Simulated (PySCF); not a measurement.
# BrF3: singlet, from a T-shaped start

The task is one start of a wider search on BrF3: the singlet, from a T-shaped start. It is relaxed, tested by its Hessian and followed downhill if it is a saddle.

Method: PBE, basis Br def2-TZVP, F def2-TZVP, no relativity, density fitting; program: PySCF 2.14.0.

**1. The starting structure**

4 atoms, charge 0, spin multiplicity 1.

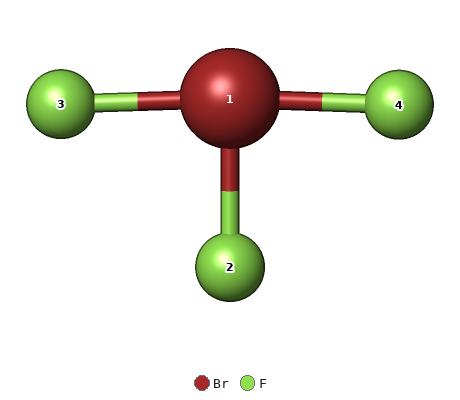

The starting geometry (bromine red, fluorine green); atoms are numbered from 1 in the order of the file.

Coordinates in bohr (charge 0 multiplicity 1):
```
Br    0.0000    0.0000    0.0000
F     0.0000    0.0000    3.3637
F     3.3616    0.0000    0.1174
F    -3.3616    0.0000    0.1174
```

**2. First SCF at the start**

One driver script runs all steps and calls PySCF; scf.py shows how it sets up the SCF of each step. The optimiser is the driver's own. After this first run the driver tries any further starts and a stability analysis.

Input file scf.py:

```python
from pyscf import gto, scf, dft
mol = gto.M(atom='''
Br     0.000000     0.000000     0.000000
F      0.000000     0.000000     1.780000
F      1.778900     0.000000     0.062100
F     -1.778900     0.000000     0.062100''',
    basis={'Br': 'def2-TZVP', 'F': 'def2-TZVP'},
    charge=0, spin=0)
mf = dft.RKS(mol, xc='PBE')
mf.grids.atom_grid = (50, 194)
aux = {'Br': 'def2-universal-JKFIT', 'F': 'def2-universal-JKFIT'}
mf = mf.density_fit(auxbasis=aux)
mf.conv_tol = 1e-08
mf.diis_space = 10
mf.max_cycle = 60
mf.init_guess = 'minao'
mf.verbose = 4
mf.kernel()
```

Command:

```sh
$ OMP_NUM_THREADS=4 python axn.py task.json out
```

Output:

```text
init E= -2872.43064538191
  HOMO = -0.256157002595003  LUMO = -0.145518873233286  gap/eV = 3.01062
cycle= 1 E= -2872.7823732913  delta_E= -0.352  |g|= 1.22  |ddm|= 2.12
  HOMO = -0.203110533598817  LUMO = -0.175330843653455  gap/eV = 0.75592
cycle= 2 E= -2871.39604882359  delta_E= 1.39  |g|=  3.1  |ddm|= 2.31
  HOMO = -0.280734268104489  LUMO = -0.177943136062709  gap/eV = 2.79709
cycle= 3 E= -2872.97057197879  delta_E= -1.57  |g|= 0.515  |ddm|= 1.74
  HOMO = -0.273032118025135  LUMO = -0.194603833166752  gap/eV = 2.13414
cycle= 4 E= -2873.00070236146  delta_E= -0.0301  |g|= 0.305  |ddm|= 0.424
  HOMO = -0.274261476601609  LUMO = -0.186171791042803  gap/eV = 2.39704
cycle= 5 E= -2873.0155375409  delta_E= -0.0148  |g|= 0.0621  |ddm|= 0.176
  HOMO = -0.277138572319366  LUMO = -0.189724284175902  gap/eV = 2.37866
cycle= 6 E= -2873.01608871004  delta_E= -0.000551  |g|= 0.013  |ddm|= 0.0397
  HOMO = -0.276359777716785  LUMO = -0.188280570207688  gap/eV = 2.39676
cycle= 7 E= -2873.01612464884  delta_E= -3.59e-05  |g|= 0.00213  |ddm|= 0.012
  HOMO = -0.276575045803625  LUMO = -0.188537239833551  gap/eV = 2.39563
cycle= 8 E= -2873.01612553033  delta_E= -8.81e-07  |g|= 0.000741  |ddm|= 0.00195
  HOMO = -0.276576216640976  LUMO = -0.18856200156501  gap/eV = 2.39499
cycle= 9 E= -2873.01612563467  delta_E= -1.04e-07  |g|= 9.29e-05  |ddm|= 0.000451
  HOMO = -0.276569189412015  LUMO = -0.188556746356845  gap/eV = 2.39494
cycle= 10 E= -2873.01612563685  delta_E= -2.18e-09  |g|= 6.9e-06  |ddm|= 9.34e-05
  HOMO = -0.276569605636361  LUMO = -0.188556550267649  gap/eV = 2.39496
Extra cycle  E= -2873.01612563684  delta_E= 1.36e-11  |g|= 1.35e-05  |ddm|= 1.17e-05
converged SCF energy = -2873.01612563684
```

This step, with its further starts and checks, needed 7.9 s of wall time on 4 threads of Arm Neoverse V1, shared host.

The test of internal stability found no lower closed-shell solution.

**3. Relaxation: T-shaped start, singlet**

The program finds C2v symmetry in the start, which this walk keeps. The walk stops when the largest gradient is under 0.0003 Eh/bohr and the energy has settled too.

scf.py, as its differences from that of step 2:

```diff
@@ -3,4 +3,4 @@
-Br     0.000000     0.000000     0.000000
-F      0.000000     0.000000     1.780000
-F      1.778900     0.000000     0.062100
-F     -1.778900     0.000000     0.062100''',
+Br     0.000000     0.000000    -0.266175
+F      0.000000     0.000000     1.513825
+F      1.778900     0.000000    -0.204075
+F     -1.778900     0.000000    -0.204075''',
@@ -16 +15,0 @@
-mf.init_guess = 'minao'
```

The optimiser's trace:

```
step   energy (Eh)  change (kJ/mol)  largest symmetric gradient (Eh/bohr)
   0  -2873.016126             0.00                               0.03114
   1  -2873.020038           -10.27                               0.00420
   2  -2873.020086           -10.40                               0.00027
   3  -2873.020087           -10.40                               0.00003
```

The walk took 5.7 s.

Geometry (Å) and forces (eV/Å) at some steps:

```
step 0
Br   0.000   0.000  -0.266   0.000   0.000  -0.242
F    0.000   0.000   1.514   0.000   0.000  -0.103
F    1.779   0.000  -0.204   1.601   0.000   0.173
F   -1.779   0.000  -0.204  -1.601   0.000   0.173
step 1
Br   0.000   0.000  -0.283   0.000   0.000   0.216
F    0.000   0.000   1.492   0.000   0.000  -0.158
F    1.852   0.000  -0.185  -0.107   0.000  -0.029
F   -1.852   0.000  -0.185   0.107   0.000  -0.029
step 2
Br   0.000   0.000  -0.278   0.000   0.000   0.013
F    0.000   0.000   1.490   0.000   0.000   0.001
F    1.848   0.000  -0.187  -0.014   0.000  -0.007
F   -1.848   0.000  -0.187   0.014   0.000  -0.007
step 3
Br   0.000   0.000  -0.277   0.000   0.000   0.002
F    0.000   0.000   1.491   0.000   0.000   0.002
F    1.847   0.000  -0.188   0.001   0.000  -0.002
F   -1.847   0.000  -0.188  -0.001   0.000  -0.002
```

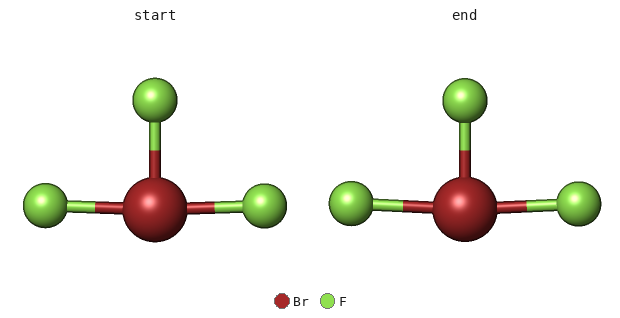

The geometry along the walk, at one scale.

After 3 steps and 10.4 kJ/mol it ends at C2v: Br–F 1.768 Å, Br–F 1.849 Å (×2); F–Br–F 87.2° (×2), F–Br–F 174.5°.

**4. Vibrations and properties at this point**

On the finer grid the gradient is checked again; gradients at displacements of ±0.02 bohr then give force constants and infrared intensities.

scf.py, as its differences from that of step 3:

```diff
@@ -3,4 +3,4 @@
-Br     0.000000     0.000000    -0.266175
-F      0.000000     0.000000     1.513825
-F      1.778900     0.000000    -0.204075
-F     -1.778900     0.000000    -0.204075''',
+Br     0.000000     0.000000    -0.270515
+F      0.000000     0.000000     1.497837
+F      1.847707     0.000000    -0.184726
+F     -1.847707     0.000000    -0.184726''',
@@ -10 +10 @@
-mf.grids.atom_grid = (50, 194)
+mf.grids.atom_grid = (75, 302)
@@ -13 +13 @@
-mf.conv_tol = 1e-08
+mf.conv_tol = 1e-10
```

The driver hands on the density of the step before, so the log starts near convergence.

SCF at the final geometry:

```text
init E= -2873.02001975518
  HOMO = -0.285593272410686  LUMO = -0.195706866281505  gap/eV = 2.44593
cycle= 1 E= -2873.02001975517  delta_E= 6.37e-12  |g|= 8.72e-06  |ddm|= 6.72e-06
  HOMO = -0.28559350251674  LUMO = -0.195706868250831  gap/eV = 2.44594
Extra cycle  E= -2873.020019755  delta_E= 1.65e-10  |g|= 3.04e-05  |ddm|= 2.23e-05
converged SCF energy = -2873.020019755
```

The whole step took 36 s.

Geometry: C2v; Br–F 1.768 Å, Br–F 1.850 Å (×2); F–Br–F 87.3° (×2), F–Br–F 174.7°.

Modes, for the most abundant isotopes:

```json
{"symmetry": "a1", "ω (cm⁻¹)": "203", "IR (km/mol)": "10.7", "μ (u)": "22.77", "type": "bend"}
{"symmetry": "b1", "ω (cm⁻¹)": "233", "IR (km/mol)": "12.9", "μ (u)": "24.66", "type": "bend"}
{"symmetry": "b2", "ω (cm⁻¹)": "312", "IR (km/mol)": "2.0", "μ (u)": "19.76", "type": "bend"}
{"symmetry": "a1", "ω (cm⁻¹)": "516", "IR (km/mol)": "4.8", "μ (u)": "19.07", "type": "stretch"}
{"symmetry": "b2", "ω (cm⁻¹)": "589", "IR (km/mol)": "269", "μ (u)": "25.51", "type": "stretch"}
{"symmetry": "a1", "ω (cm⁻¹)": "625", "IR (km/mol)": "39.6", "μ (u)": "22.33", "type": "stretch"}
```

μ is the mass of the mode for normalised Cartesian displacements, not the reduced mass of the usual diatomic formula.

All wavenumbers are real: a minimum.

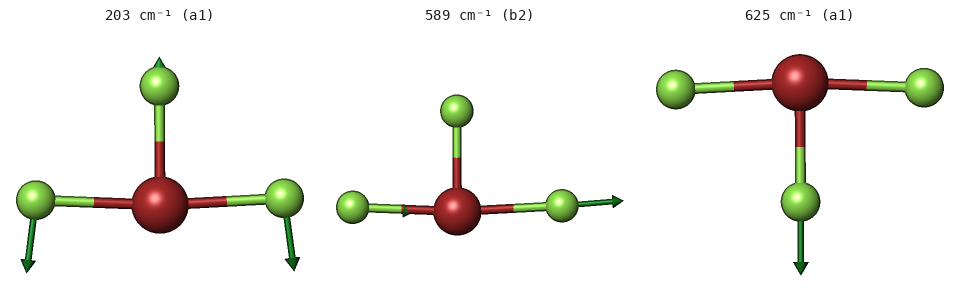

How the atoms move in 3 of the modes.

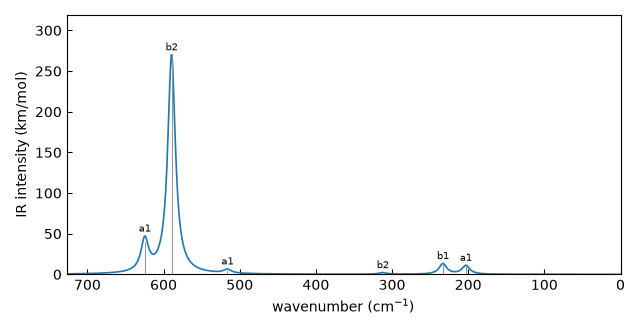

The harmonic infrared spectrum (widths in cm⁻¹). Lines are broadened to a width of 12 cm⁻¹ (Lorentzian).

Properties at this point:

```
Dipole moment                                                   : 1.27 D
Highest occupied level                                          : -7.77 eV
Lowest empty level                                              : -5.33 eV
Rotational constants                                            : 0.3392, 0.13, 0.09396 cm⁻¹
Zero-point energy                                               : 14.8 kJ/mol
Principal polarisabilities                                      : 16.9, 26.6, 43.4 bohr³
Atomisation energy without zero-point energy                    : 766 kJ/mol
Principal traceless quadrupole moments about the centre of mass : -7.81, 3.46, 4.35 D Å
Entropy at 298.15 K and 1 bar                                   : 299.4 J/(mol K)
Heat capacity Cp at 298.15 K                                    : 68.9 J/(mol K)
Enthalpy at 298.15 K above 0 K                                  : 15.16 kJ/mol
Rotational symmetry number                                      : 2
```

Charges (e) and bond orders:

| atom | Mulliken | Löwdin | polar tensor | Mayer order to Br1 |
| --- | --- | --- | --- | --- |
| Br1 | 0.76 | 0.73 | 1.59 | – |
| F2 | -0.17 | -0.16 | -0.37 | 0.95 |
| F3,4 | -0.30 | -0.29 | -0.61 | 0.85 |

Mulliken populations on Br1: s 8.01, p 15.78, d 10.40, f 0.06.

**5. Stability of the closed shell**

At the lowest minimum the closed shell is tested against spin polarisation, on the (50, 194) grid. It is stable.

**6. What came out**

```
                                 quantity                                                              value
                                  minimum                                                       singlet, C2v
                                 geometry  Br–F 1.768 Å, Br–F 1.850 Å (×2); F–Br–F 87.3° (×2), F–Br–F 174.7°
                       wavenumbers (cm⁻¹)         203 (a1), 233 (b1), 312 (b2), 516 (a1), 589 (b2), 625 (a1)
                            dipole moment                                                             1.27 D
     highest occupied, lowest empty level                                                    -7.77, -5.33 eV
               polar-tensor charge of Br1                                                            +1.59 e
                        zero-point energy                                                        14.8 kJ/mol
                      entropy at 298.15 K                                                    299.4 J/(mol K)
atomisation energy (no zero-point energy)                                                         766 kJ/mol
```

**Reading.** The T-shaped start keeps its C2v symmetry and ends in a minimum. In the infrared the band at 589 cm⁻¹ (b2, stretch) leads. Only this shape and spin were tried, so other structures or states may lie lower.

The search up to here needed 51 s of wall time on 4 threads of Arm Neoverse V1, shared host.
